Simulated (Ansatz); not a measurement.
CH6NSi: several calculations on one system

### Relaxation

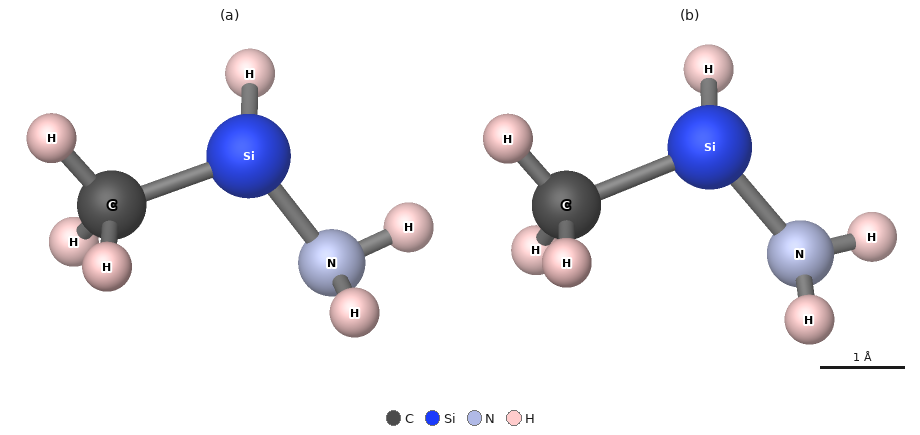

The structure of CH6NSi (multiplicity 2) before (left) and after (right) a relaxation, at one scale.

The picture is a ball-and-stick view, seen at a tilt.

The run prepares an end point of a later path (torsion) calculation, from a guessed geometry.

Theory: UHF/def2-SVP in Ansatz.

Input file:
```yaml
crystal:
  periodic: [false, false, false]
  atoms:
    - { symbol: C, position_ang: [-0.6433, 0.7582, -0.8261] }
    - { symbol: Si, position_ang: [0.7531, 0.1231, 0.0738] }
    - { symbol: "N", position_ang: [0.2509, -1.0811, 1.1564] }
    - { symbol: H, position_ang: [-1.139, 0.0313, -1.4018] }
    - { symbol: H, position_ang: [-0.381, 1.5637, -1.5719] }
    - { symbol: H, position_ang: [-1.4156, 1.2765, -0.1573] }
    - { symbol: H, position_ang: [1.7506, -0.5048, -0.8414] }
    - { symbol: H, position_ang: [1.1357, -1.5385, 1.5508] }
    - { symbol: H, position_ang: [-0.2229, -0.6748, 2.0004] }
magnetization:
  spin_polarized: true
  initial_magnetization: 1
basis:
  gaussian: { orbitals: def2-SVP }
hamiltonian:
  xc: hf
relax:
  f_tol: 0.015
  max_steps: 40
```

Run as
```bash
ansatz run input.yaml --threads 1 --pin off --max-ram 2048MiB --backend cpu --events-out ev --progress --plain --runs-dir out
```

**Describe what moved and what it gained.**

N3 moves most after the best rigid fit: 0.18 Å. Largest moves by element: N 0.18 Å, H 0.16 Å, Si 0.11 Å, C 0.08 Å. Among the contacts that change: C1–Si2 1.779 → 1.890 Å, N3–H8 1.071 → 1.002 Å, C1–H6 1.146 → 1.093 Å, N3–H9 1.050 → 1.002 Å. Bond angles that change, for instance: Si2–N3–H8 107.1° → 119.9°, Si2–N3–H9 111.9° → 120.8°, H8–N3–H9 104.0° → 110.5°. The energy falls by 51.7 kJ/mol in 5 accepted moves (7 points after the start). Largest force component: 4.1 eV/Å at the start, 0.012 eV/Å at the end. The line search rejected the trial steps at points 3, 5 of the run. The run took 38 s on 1 thread of Intel(R) Xeon(R) Processor @ 2.50GHz (Skylake/Cascade Lake), with other jobs on the host, peak memory 0.16 GiB.

Limits of the set-up: Hartree-Fock leaves out electron correlation.

### Relaxation

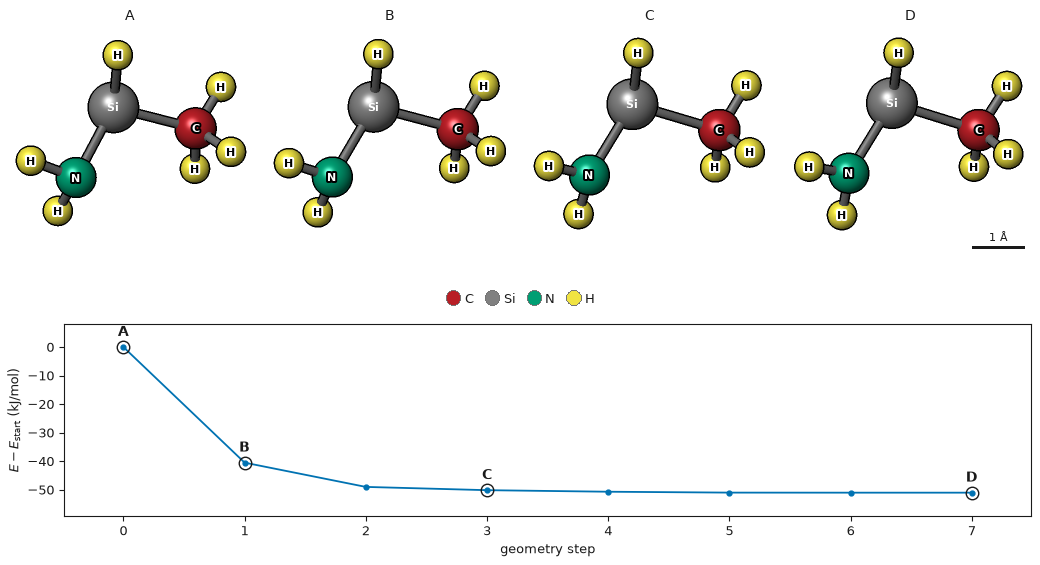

Frames of a relaxation of CH6NSi (multiplicity 2), marked on the history of the run. A ball-and-stick model, seen at a tilt.

The run prepares an end point of a later path (torsion) calculation, from a guessed geometry.

Level of theory: UHF/def2-SVP in Ansatz. Set-up: collinear spin; force threshold 0.015 eV/Å; at most 40 steps.

**What happens along the run?**

The energy falls by 51.0 kJ/mol in 7 geometry steps. Largest force component: 4 eV/Å at the start, 0.0038 eV/Å at the end. The N atom moves most after the best rigid fit: 0.18 Å. Largest moves by element: N 0.18 Å, H 0.16 Å, Si 0.09 Å, C 0.08 Å. Among the contacts that change: C–Si 1.779 → 1.890 Å, H–N 1.071 → 1.002 Å, C–H 1.146 → 1.093 Å, H–N 1.050 → 1.002 Å. Bond angles that change, for instance: Si–N–H 107.1° → 120.1°, Si–N–H 111.9° → 120.5°, H–N–H 104.0° → 110.5°. From step 0 to 1: the N atom moves most (0.07 Å), energy −40.5 kJ/mol. From step 1 to 3: N and H atoms move most (0.08 Å), energy −9.64 kJ/mol. From step 3 to 7: an H atom moves most (0.08 Å), energy −0.87 kJ/mol.

```tsv
step	E − E(0), kJ/mol	largest force component, eV/Å
0	0.00	4.0403
1	-40.49	1.3467
2	-48.99	0.2771
3	-50.13	0.2116
4	-50.68	0.1546
5	-50.99	0.0668
6	-51.00	0.0159
7	-51.01	0.0038
```

Limits of the set-up: Hartree-Fock leaves out electron correlation.

### Path

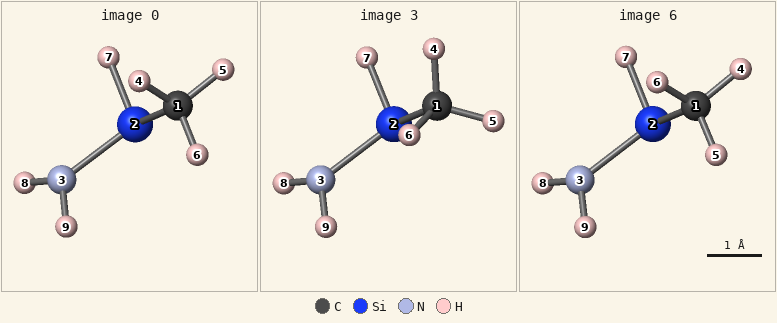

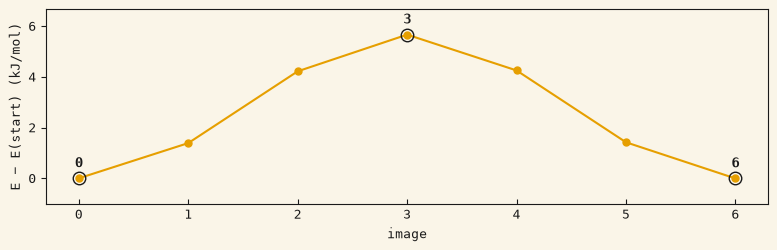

NEB run on CH6NSi (multiplicity 2). Images are numbered from 0 (start) to 6 (end). The picture is a ball-and-stick view, seen from a free direction.

The calculation used Ansatz, UHF/def2-SVP. Set-up: 5 movable images; climbing image; force threshold 0.05 eV/Å; iteration limit 60; starting path through a guess of the saddle point.

Question: Describe the mechanism and the energy profile.

Answer: The motion is a rotation about the C1–Si2 bond by about 120°. No bond forms or breaks between the ends. The barrier is about 5.66 kJ/mol in both directions, with image 3 at the top; the ends have the same energy. The band converged in 7 iterations, with a climbing image at the top. At the top, the vibrational analysis gives one imaginary mode (157i cm⁻¹), as a transition state must have.

Limits of the set-up: Hartree-Fock leaves out electron correlation.

Cost: 2.3 min on 1 thread of Intel(R) Xeon(R) Processor @ 2.50GHz (Skylake/Cascade Lake) (shared host), peak memory 0.17 GiB.
